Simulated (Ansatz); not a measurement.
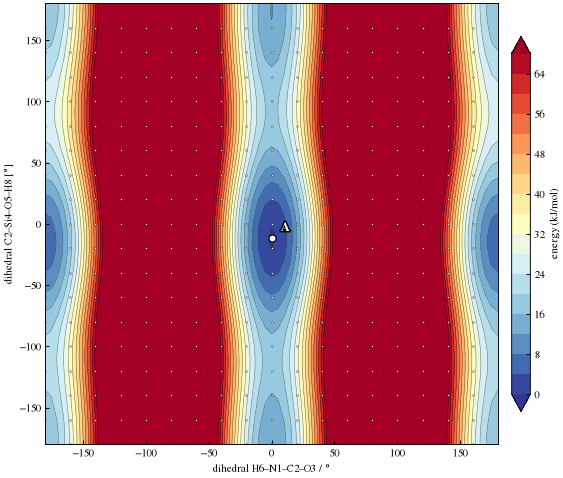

CH₃NO₂Si, SMILES N=C1O[SiH]1O. 
- The first coordinate is: dihedral H6–N1–C2–O3; the second: dihedral C2–Si4–O5–H8.
- Nothing is relaxed (all other coordinates rigid).
- The scan uses an 18 × 18 grid.
- Points are written as (first, second).
- Energies: kJ/mol, counted from the lowest grid point.
- The dihedral twists a double bond; near 90° a spin-restricted reference is unreliable.
- All numbers below come from RKS BHLYP-D4/def2-SVP in Ansatz.

Drawn: filled contours, dots at the grid points, one colour for all values above the top of the scale, the well A. Between grid points the surface is interpolated.

Where is the minimum, and how stiff is the well along each coordinate? Take the well at A.

The interpolated minimum is at dihedral H6–N1–C2–O3 ≈ 1°, dihedral C2–Si4–O5–H8 ≈ −12°. The curvatures there are about 2.3 eV/rad² and 0.32 eV/rad², with a cross term of about 0 eV/rad². Round the minimum the two coordinates are nearly uncoupled. (1 eV is 96.5 kJ/mol.)
